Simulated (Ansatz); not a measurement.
**Br₃F₃InP (In(PF3)Br3): density, localisation and related maps**

```xyz
8

In    0.0592   -0.0409   -1.6833
P    -0.0459    0.0309    1.2256
F    -1.4689    0.0468    1.9226
F     0.6280    1.2569    1.9696
F     0.6261   -1.1645    2.0200
Br    2.5520   -0.0269   -1.7166
Br   -1.1833    2.1056   -1.9317
Br   -1.1672   -2.2079   -1.8061
```

Geometry: B3LYP-D4/def2-SVP; core potentials replace the inner electrons of In.

Method: RKS PBE0-D4/def2-TZVP in Ansatz 0.2.0.

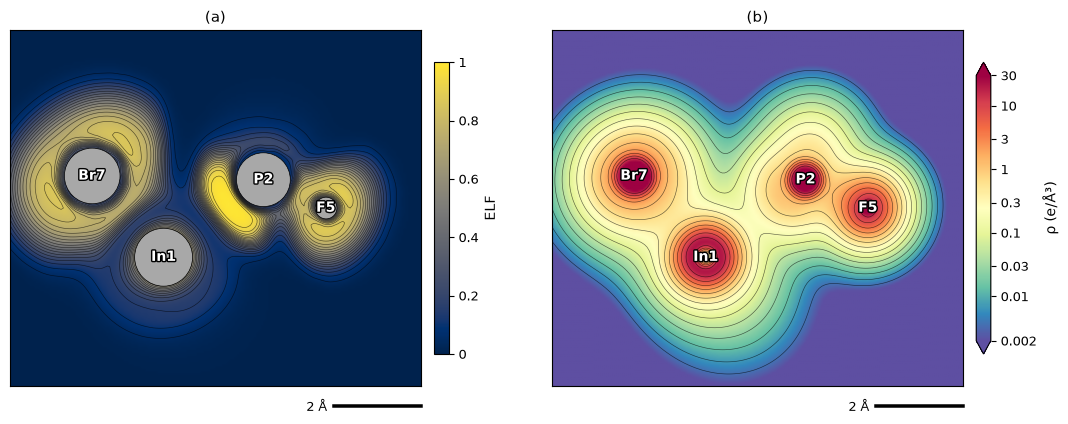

Figure 1. (a) electron localisation function; (b) electron density on the plane of atoms In1, P2 and F5. Grey discs cover the atomic cores in the ELF map.

### What do the fields say about this system?

The plane passes through In, P, F and Br nuclei.
P–F (1.58 Å): ρ at the midpoint is about 1.4 e/Å³; the ELF peaks at about 0.80 between the atoms (a polar covalent bond).
In–Br (2.49 Å): the density is about 0.51 e/Å³ at the midpoint; the ELF peaks at about 0.75 in the valence shell of Br, 1.0 Å from its nucleus, and drops to about 0.20 between the two atoms.
In–P (2.91 Å): the density is about 0.23 e/Å³ at the midpoint; the ELF peaks at about 1 in the valence shell of P, 1.0 Å from its nucleus, and drops to about 0.10 between the two atoms.
The ELF also peaks beside F5 and Br7, away from the bonds: lone-pair regions.

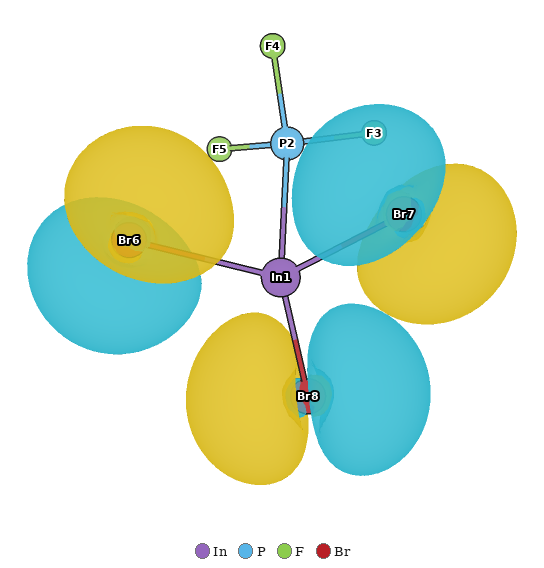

Figure 2. One frontier orbital at ±0.06 Å⁻³ᐟ² (yellow and cyan are the two phases), seen at an oblique angle.

### Which orbital is it: HOMO or LUMO?

The HOMO, at −8.61 eV. It lies mainly on Br7 (about 30 %), Br8 (about 30 %) and Br6 (about 30 %); largely a combination of lone pairs on Br7, Br8 and Br6.

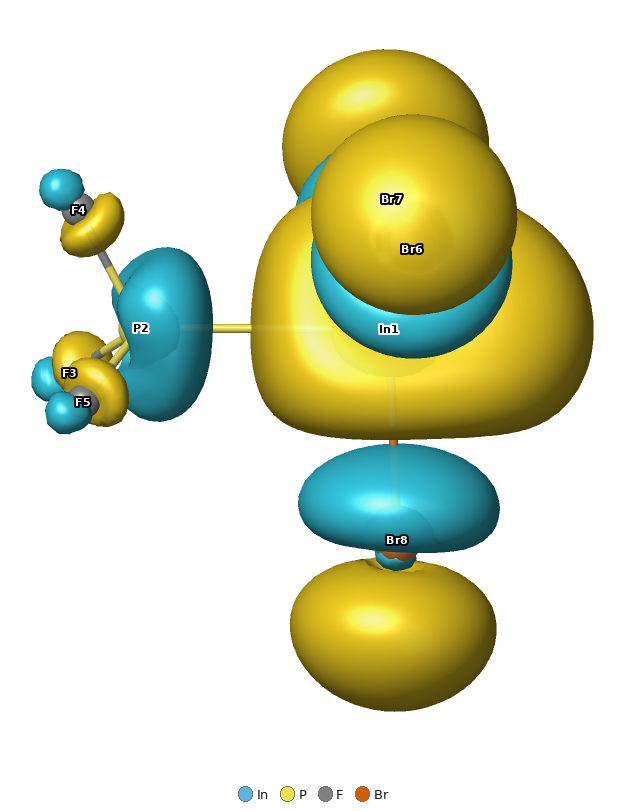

Figure 3. The LUMO at ±0.06 Å⁻³ᐟ² (yellow and cyan are the two phases), seen across its widest extent.

### Describe this orbital and give its energy.

By Hirshfeld shares it lies mainly on In1 (about 40 %), Br8 (about 20 %), Br7 (about 20 %) and Br6 (about 20 %). Its energy is −2.99 eV.
